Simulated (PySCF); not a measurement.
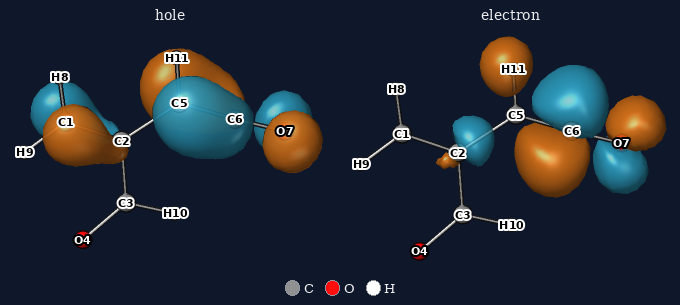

Figure. C5H4O2, SMILES `C=C(C=O)C=C=O`. Leading natural transition orbital pair of S₁ (full linear response singlet states); the surfaces enclose about 78 % of each orbital's density.

Method: CAM-B3LYP/def2-SVP; geometry: GFN2-xTB; program: PySCF. No frequency check shows the geometry to be a minimum. Without diffuse functions Rydberg states are missing, so the states' numbers hold for this basis only.

Where does the state lie, and where do hole and electron sit?

Answer. 3.43 eV (361 nm), f = 0.000 (very weak); the leading pair carries 100 %; hole on C5 (34 %), O7 (21 %) and C6 (17 %), electron on C6 (43 %), O7 (29 %) and C5 (11 %); their centroids lie 0.9 Å apart. In canonical orbitals it is mainly HOMO → LUMO+1 (94 %). The HOMO–LUMO gap is 7.22 eV.
